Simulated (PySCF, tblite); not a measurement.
# C₄H₇BFP− (doublet): geometry, infrared bands and EPR parameters

Aim: predict the infrared bands and EPR parameters of C₄H₇BFP− (doublet) (`[CH2-][CH]/C=C\B(F)P`).

Programs: tblite 0.8.0 and PySCF 2.14.0, with density-fitted response routines of our own. Each step states its level of theory. These are calculated values for one molecule in the gas phase, unless marked as measured. Atoms count from 0, in the outputs and in this text.

### Step 1. The starting structure

14 atoms, charge -1, multiplicity 2; geometry from: force field or distance geometry start.

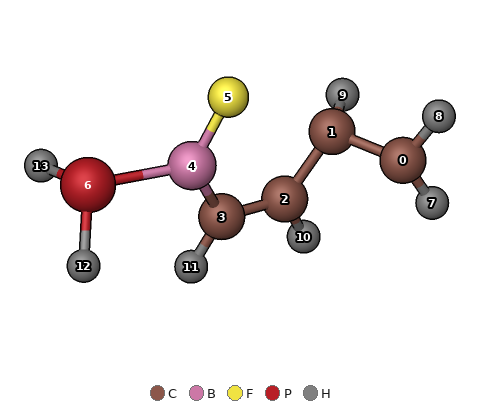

As it starts; carbon brown, boron pink, fluorine yellow, phosphorus red, hydrogen grey, atoms numbered.

### Step 2. Geometry optimisation with GFN2-xTB

What the job is given:

```
{"job": {"kind": "relax", "xc": "GFN2-xTB", "basis": "xTB"}, "charge": -1, "multiplicity": 2}
C     -2.597000     0.268600     0.094100
C     -1.494200     0.098700     1.054900
C     -0.559900    -0.929000     0.485300
C      0.649800    -0.624300     0.043100
B      1.186000     0.829600     0.147200
F      0.446400     1.906200     0.734000
P      3.099800     1.014600    -0.128600
H     -3.078300    -0.641200    -0.235200
H     -3.270400     1.116000     0.319100
H     -1.860900    -0.214000     2.075200
H     -0.898400    -1.971600     0.394500
H      1.254600    -1.435400    -0.357900
H      3.376600     0.271400    -1.332700
H      3.745500     0.309900     0.964800
```

The run is started by

```sh
$ OMP_NUM_THREADS=1 python probes_run.py task.json out
```

One launch serves the whole session: the jobs run in the order shown.

The log of the run:

```text
step      E/eV     max force
  0    -561.88090    3.626
  1    -562.34479    2.408
  2    -562.90400    3.060
  3    -563.37829    1.983
  4    -563.85585    2.927
  5    -564.10316    1.455
  6    -564.32533    1.428
  7    -564.50147    1.460
  8    -564.63167    1.080
  9    -564.74266    0.866
 10    -564.81099    0.804
 11    -564.86020    0.581
 12    -564.89436    0.535
 13    -564.91913    0.444
 14    -564.93714    0.685
 15    -564.95963    0.582
 16    -565.00269    0.525
 17    -565.04142    0.579
 18    -565.06970    0.522
 19    -565.09900    0.468
 20    -565.13004    0.451
 21    -565.16436    0.504
 22    -565.19252    0.487
 23    -565.21039    0.387
 24    -565.22808    0.359
 25    -565.25310    0.442
 26    -565.28382    0.479
 27    -565.31255    0.416
 28    -565.33343    0.315
 29    -565.34531    0.318
 30    -565.35458    0.302
 31    -565.36498    0.434
 32    -565.37889    0.447
 33    -565.39160    0.387
 34    -565.40551    0.255
 35    -565.41324    0.278
 36    -565.43006    0.347
 37    -565.45252    0.456
 38    -565.47169    0.455
 39    -565.49492    0.410
 40    -565.51052    0.362
 41    -565.51946    0.353
 42    -565.52778    0.320
 43    -565.53863    0.296
 44    -565.55618    0.305
 45    -565.57044    0.296
 46    -565.58077    0.282
 47    -565.59122    0.285
 48    -565.60007    0.286
 49    -565.60961    0.322
 50    -565.61844    0.302
 51    -565.62668    0.232
 52    -565.63088    0.204
 53    -565.63466    0.141
 54    -565.63735    0.140
 55    -565.64020    0.149
 56    -565.64281    0.106
 57    -565.64451    0.094
 58    -565.64540    0.074
 59    -565.64610    0.089
 60    -565.64681    0.083
 61    -565.64741    0.056
 62    -565.64770    0.047
 63    -565.64800    0.045
 64    -565.64840    0.047
 65    -565.64886    0.045
 66    -565.64922    0.043
 67    -565.64948    0.044
 68    -565.64974    0.044
 69    -565.65011    0.050
 70    -565.65060    0.079
 71    -565.65113    0.077
 72    -565.65153    0.047
 73    -565.65177    0.040
 74    -565.65196    0.043
 75    -565.65222    0.055
 76    -565.65258    0.054
 77    -565.65299    0.039
 78    -565.65336    0.049
 79    -565.65368    0.053
 80    -565.65405    0.061
 81    -565.65452    0.070
 82    -565.65501    0.061
 83    -565.65542    0.041
 84    -565.65572    0.037
 85    -565.65602    0.049
 86    -565.65647    0.069
 87    -565.65713    0.081
 88    -565.65791    0.077
 89    -565.65867    0.068
 90    -565.65949    0.057
 91    -565.66030    0.068
 92    -565.66101    0.067
 93    -565.66158    0.054
 94    -565.66195    0.043
 95    -565.66221    0.041
 96    -565.66248    0.043
 97    -565.66277    0.050
 98    -565.66308    0.035
 99    -565.66326    0.034
100    -565.66341    0.034
101    -565.66363    0.046
102    -565.66393    0.058
103    -565.66431    0.058
104    -565.66475    0.071
105    -565.66525    0.070
106    -565.66582    0.060
107    -565.66646    0.069
108    -565.66715    0.067
109    -565.66768    0.134
110    -565.66808    0.108
111    -565.66918    0.066
112    -565.67039    0.045
113    -565.67236    0.063
114    -565.67296    0.083
115    -565.67349    0.087
116    -565.67437    0.084
117    -565.67520    0.082
118    -565.67604    0.070
119    -565.67657    0.089
120    -565.67689    0.045
121    -565.67716    0.034
122    -565.67734    0.035
123    -565.67744    0.024
124    -565.67751    0.021
125    -565.67760    0.019
126    -565.67770    0.019
127    -565.67780    0.022
128    -565.67788    0.025
129    -565.67794    0.020
130    -565.67799    0.019
131    -565.67804    0.022
132    -565.67809    0.023
133    -565.67813    0.023
134    -565.67818    0.023
135    -565.67827    0.023
136    -565.67840    0.028
137    -565.67852    0.023
138    -565.67858    0.029
139    -565.67861    0.010
140    -565.67863    0.010
```

Wall time 0.68 s (1 thread of Arm Neoverse V2, shared host).

The steps of the relaxation: (not every step is listed)

| step | energy from step 0 (eV) | largest force (eV/Å) |
| --- | --- | --- |
| 0 | 0.0000 | 3.6263 |
| 1 | -0.4639 | 2.4078 |
| 2 | -1.0231 | 3.0597 |
| 3 | -1.4974 | 1.9833 |
| 4 | -1.9750 | 2.9273 |
| 5 | -2.2223 | 1.4550 |
| 6 | -2.4444 | 1.4284 |
| 7 | -2.6206 | 1.4595 |
| 8 | -2.7508 | 1.0804 |
| 20 | -3.2491 | 0.4507 |
| 32 | -3.4980 | 0.4473 |
| 44 | -3.6753 | 0.3054 |
| 56 | -3.7619 | 0.1058 |
| 68 | -3.7688 | 0.0437 |
| 80 | -3.7731 | 0.0612 |
| 92 | -3.7801 | 0.0665 |
| 104 | -3.7839 | 0.0712 |
| 116 | -3.7935 | 0.0844 |
| 128 | -3.7970 | 0.0246 |
| 135 | -3.7974 | 0.0226 |
| 136 | -3.7975 | 0.0277 |
| 137 | -3.7976 | 0.0227 |
| 138 | -3.7977 | 0.0289 |
| 139 | -3.7977 | 0.0100 |
| 140 | -3.7977 | 0.0096 |

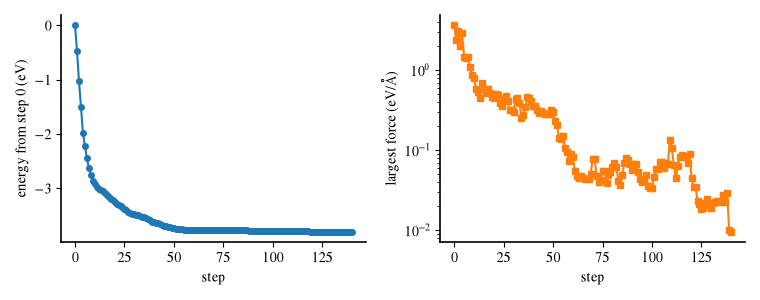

Energy and largest force along the relaxation.

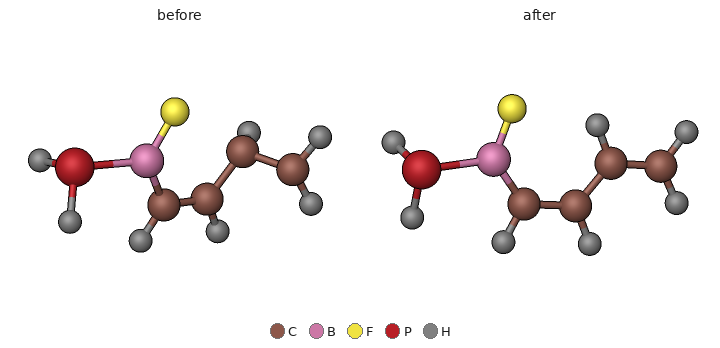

The geometry before (left) and after (right).

Distances of close pairs at the start and the end, largest changes first:

| bond | before (Å) | after (Å) | change (Å) |
| --- | --- | --- | --- |
| C0–C1 | 1.472 | 1.360 | -0.113 |
| C1–C2 | 1.501 | 1.402 | -0.099 |
| C2–C3 | 1.324 | 1.400 | +0.077 |
| C3–B4 | 1.553 | 1.483 | -0.070 |
| P6–H12 | 1.442 | 1.382 | -0.060 |
| P6–H13 | 1.452 | 1.395 | -0.057 |
| B4–F5 | 1.432 | 1.379 | -0.053 |
| C1–H9 | 1.128 | 1.082 | -0.046 |

The final coordinates are the input of the step that follows.

### Step 3. Infrared spectrum with GFN2-xTB

What the job is given:

```
{"job": {"kind": "ir", "xc": "GFN2-xTB", "basis": "xTB"}, "charge": -1, "multiplicity": 2}
C     -3.005132    -0.210124     0.685969
C     -1.684895     0.097046     0.576577
C     -0.722443    -0.694387    -0.066289
C      0.643246    -0.409601    -0.186916
B      1.437311     0.752166     0.280463
F      0.938713     1.876935     0.902484
P      3.352915     0.864584    -0.055374
H     -3.410468    -1.118167     0.264110
H     -3.704063     0.435416     1.194191
H     -1.338698     1.022787     1.017804
H     -1.083277    -1.623627    -0.505300
H      1.205206    -1.182550    -0.716424
H      3.543904    -0.466983    -0.373225
H      3.827003     0.656030     1.239791
```

The log of the run:

```text
mode    cm-1     km/mol
  1      63.6      0.52
  2     105.3     10.85
  3     113.6      3.81
  4     145.5      1.34
  5     207.4      2.50
  6     252.5      2.69
  7     265.4      4.55
  8     338.6      3.34
  9     407.2     18.71
 10     528.9     14.05
 11     584.5      1.37
 12     654.0     23.63
 13     675.7     28.94
 14     693.6     22.88
 15     728.8      8.53
 16     743.4      7.91
 17     839.9      1.58
 18     883.7     72.95
 19     945.6     19.30
 20     979.2      8.50
 21    1114.5     40.42
 22    1158.9     69.04
 23    1230.5    111.53
 24    1275.6      7.74
 25    1297.8     28.47
 26    1365.5     64.51
 27    1433.9     43.31
 28    1478.4     11.79
 29    1567.1    179.82
 30    2164.1    497.81
 31    2343.6    285.67
 32    2924.2     95.63
 33    2958.9    184.60
 34    3053.7     71.23
 35    3058.3     78.01
 36    3076.5    189.16
```

Run time: 0.32 s. Hardware: 1 thread of Arm Neoverse V2, shared host.

The strongest bands and the atoms that carry them (share of the mass-weighted mode):

| cm⁻¹ | km/mol | atoms |
| --- | --- | --- |
| 1230 | 111.5 | B4 35 %, H11 24 %, H10 11 % |
| 1567 | 179.8 | C1 45 %, C0 27 % |
| 2164 | 497.8 | H13 88 % |
| 2344 | 285.7 | H12 88 % |
| 2924 | 95.6 | H11 80 %, H10 13 % |
| 2959 | 184.6 | H10 79 %, H11 13 % |
| 3058 | 78.0 | H9 52 %, H8 38 % |
| 3076 | 189.2 | H8 53 %, H9 29 % |

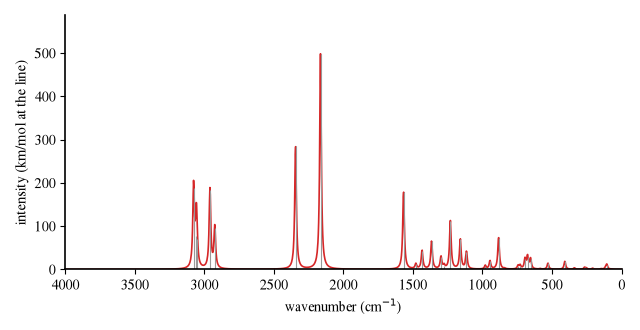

The infrared spectrum from these modes, unscaled. Lines are broadened to a width of 14 cm⁻¹ (Lorentzian).

### Step 4. EPR parameters: B3LYP/pcH-1

Same as in step 3 but for these lines:

```diff
@@ -1,2 +1,2 @@
-{"job": {"kind": "ir", "xc": "GFN2-xTB", "basis": "xTB"}, "charge": -1, "multiplicity": 2}
+{"job": {"kind": "epr", "basis": "pcH-1"}, "charge": -1, "multiplicity": 2}
 C     -3.005132    -0.210124     0.685969
```

Level: UKS B3LYP, pcH-1 on B C F H P, non-relativistic, mean-field spin-orbit, GIAO.

The log of the run:

```text
UKS, coarse grid
  cycle   1  E = -622.63835073  |g| = 5.14e-01
  cycle   2  E = -622.54674899  |g| = 7.10e-01
  cycle   3  E = -622.76579903  |g| = 7.47e-02
  cycle   4  E = -622.76775108  |g| = 4.51e-02
  cycle   5  E = -622.76870983  |g| = 1.33e-02
  cycle   6  E = -622.76881271  |g| = 4.86e-03
  cycle   7  E = -622.76883266  |g| = 2.68e-03
  cycle   8  E = -622.76883971  |g| = 1.29e-03
  cycle   9  E = -622.76884201  |g| = 5.36e-04
UKS, final grid
  cycle   1  E = -622.76885633  |g| = 7.64e-04
  cycle   2  E = -622.76885578  |g| = 1.29e-03
  cycle   3  E = -622.76885667  |g| = 1.20e-04
  cycle   4  E = -622.76885668  |g| = 4.80e-05
  cycle   5  E = -622.76885668  |g| = 3.39e-05
  cycle   6  E = -622.76885668  |g| = 9.33e-06
E = -622.76885668 Eh   <S^2> = 0.7641 (exact 0.7500)
g shifts (ppm)      1          2          3
  rmc          -136       -136       -136
  gc              4         38         35
  oz_so        -198        505       1114
  total        -330        407       1012
hyperfine (MHz)  atom isotope    a_iso     a_fc   dipolar eigenvalues
    0   13C      32.21      32.25    -31.14    -30.00     61.14
    1   13C     -25.13     -25.14     -8.53      2.49      6.04
    2   13C      28.66      28.70    -30.10    -29.33     59.43
    3   13C     -17.92     -17.91     -6.70     -4.10     10.80
    4   11B      15.73      15.72    -16.83    -15.03     31.86
    5   19F      41.34      41.18    -65.95    -60.09    126.04
    6   31P      39.86      39.84     -8.69     -5.43     14.12
    7    1H     -23.85     -23.85    -13.17     -0.45     13.62
    8    1H     -25.29     -25.30    -15.60      0.50     15.10
    9    1H       4.02       4.02     -4.06      0.19      3.87
   10    1H     -23.34     -23.34    -12.86     -1.56     14.42
   11    1H      -3.73      -3.73     -2.84     -1.96      4.80
   12    1H      -1.11      -1.11     -1.48     -1.27      2.75
   13    1H      50.77      50.76     -1.25     -1.13      2.38
```

It took 56 s on 1 thread of Arm Neoverse V2, shared host; peak memory 0.96 GiB.

Principal g values 2.00199, 2.00273, 2.00333; g(iso) = 2.00268, against 2.00232 for a free electron.

Mean a(iso) over the nuclei that a row names, and the largest dipolar term of the row (other rows stand at the frozen geometry):

| nuclei | isotope | a(iso) (MHz) | a(iso) (G, at g = 2.0023) | largest dipolar term (MHz) |
| --- | --- | --- | --- | --- |
| F5 | 19F | 41.3 | 14.8 | 126.0 |
| P6 | 31P | 39.9 | 14.2 | 14.1 |
| C0 | 13C | 32.2 | 11.5 | 61.1 |
| C2 | 13C | 28.7 | 10.2 | 59.4 |
| C1 | 13C | -25.1 | -9.0 | -8.5 |
| H12, H13 | 1H | 24.8 | 8.9 | 2.7 |
| H7, H8 | 1H | -24.6 | -8.8 | -15.6 |
| H10 | 1H | -23.3 | -8.3 | 14.4 |
| C3 | 13C | -17.9 | -6.4 | 10.8 |
| B4 | 11B | 15.7 | 5.6 | 31.9 |
| H9 | 1H | 4.0 | 1.4 | -4.1 |
| H11 | 1H | -3.7 | -1.3 | 4.8 |

Mulliken spin populations:

C0 0.41; C1 -0.11; C2 0.36; C3 0.04; B4 0.31; F5 0.02; P6 -0.01; H7 -0.02; H8 -0.02; H9 0.00; H10 -0.02; H11 0.00; H12 0.00; H13 0.02

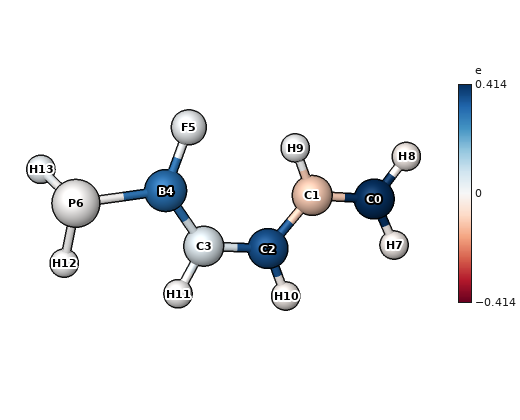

Mulliken spin populations, as colours on the atoms.

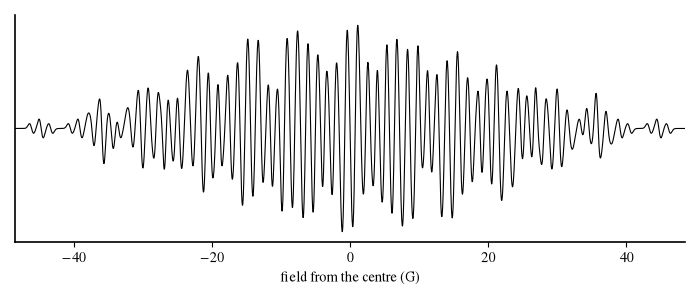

First-order isotropic spectrum (first derivative, main isotopes with spin only, couplings over 0.8 MHz, Gaussian width 0.3 G; couplings of the frozen geometry, rotation of groups not averaged beyond the rows shown).

The fields below are evaluated on a grid from the run's orbitals.

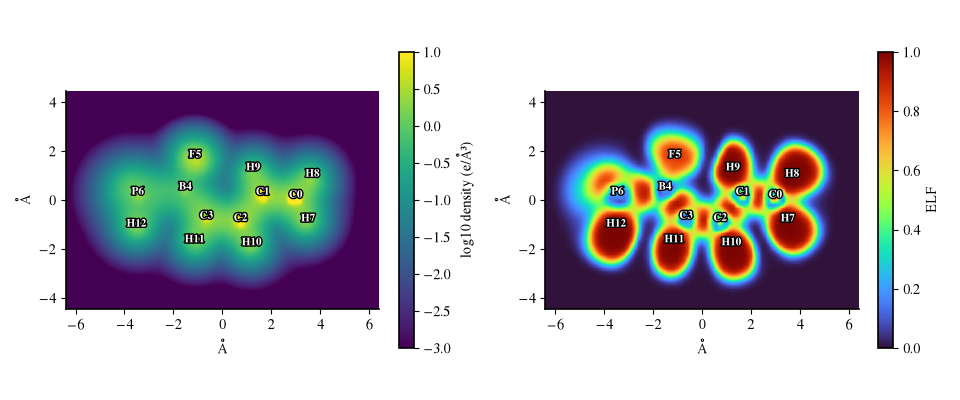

Density (left) and ELF (right) in a plane through or near 13 of the atoms.

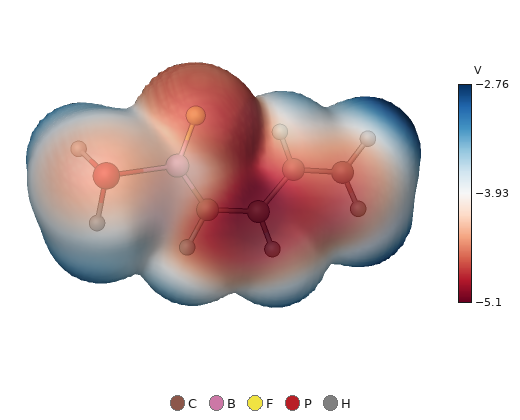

Electrostatic potential on the surface of density 0.002 e/bohr³; red is low, blue high. It runs from -5.10 V near C3 to -2.76 V near H8.

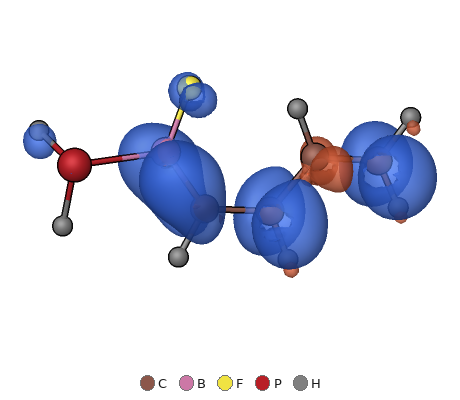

Spin density at ±0.02 e/Å³ (alpha excess blue, beta excess red).

### Step 5. Results

```
                                 quantity                  value
strongest single infrared mode (GFN2-xTB)  2164 cm⁻¹, 498 km/mol
             zero-point energy (GFN2-xTB)          59.6 kcal/mol
                           g(iso) (B3LYP)                2.00268
                                     ⟨S²⟩     0.764 (exact 0.75)
       largest a(iso) (averaged by class)    19F on F5, 41.3 MHz
```

In words: Relaxing lowered the energy by 3.798 eV in 140 steps; the close pair that moved most is C0–C1, from 1.472 to 1.360 Å. No mode is imaginary among the 36: a minimum at this level. The strongest single mode, at 2164 cm⁻¹, moves mainly H13. GFN2-xTB is a fitted tight-binding method: band positions and strengths are rough. Its intensities can rank the bands wrongly. The largest spin populations lie on C0 (0.41 e), C2 (0.36 e), B4 (0.31 e). The isotropic g lies 0.4 ppt above the free-electron value. The records flag this anion as possibly unbound in the gas phase, so the basis may hold the extra electron. The conformer search found further structures of the same energy, which may be mirror or relabelled copies of this one.
